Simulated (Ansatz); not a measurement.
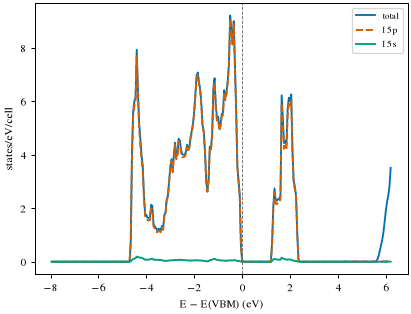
Total and projected density of states of I (molecular I2 type, space group No. 64), r²SCAN in the plane-wave PAW code Ansatz

Q: Which orbitals carry the states next to the gap?

A: Top 1 eV of the valence band: I 5p 99 %. Bottom 1 eV of the conduction band: I 5p 96 %. Projections are on Löwdin-orthogonalised atomic valence shells; empty p or d shells of many metals are not among them.

Q: Where is the tallest occupied peak in this window, and what makes it?

A: Near -0.5 eV, about 9.2 states/eV per cell; the largest projected share is I 5p.

Space group Cmce (molecular I2 type). Symmetry was held in the r²SCAN relaxation. A crystal of weakly bound units computed without a dispersion correction: the cell and the soft elastic constants depend strongly on that. Spin–orbit coupling is left out wherever it is not named.

Potentials: the later of the program's two PAW sets.
